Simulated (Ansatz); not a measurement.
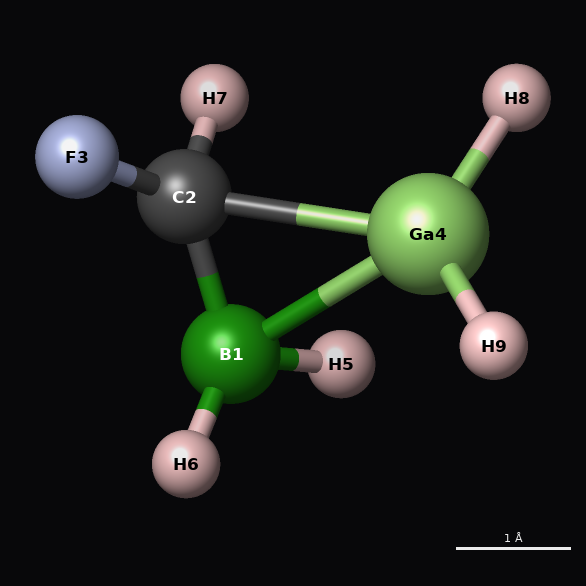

Orthographic view with a scale bar. The geometry was computed by an optimisation with PBE0-D4/def2-TZVP.

Reconstruct the coordinates (Å) as seen: x to the right, y up, z towards the viewer, origin at the mean of the atomic positions.

```xyz
9
CH5BFGa
B   -0.58  -0.85  -0.43
C   -0.99   0.53  -0.20
F   -1.93   0.88   0.71
Ga   1.15   0.20   0.45
H    0.39  -0.94  -1.19
H   -0.97  -1.82   0.14
H   -0.72   1.39  -0.80
H    1.93   1.40  -0.19
H    1.73  -0.78   1.52
```
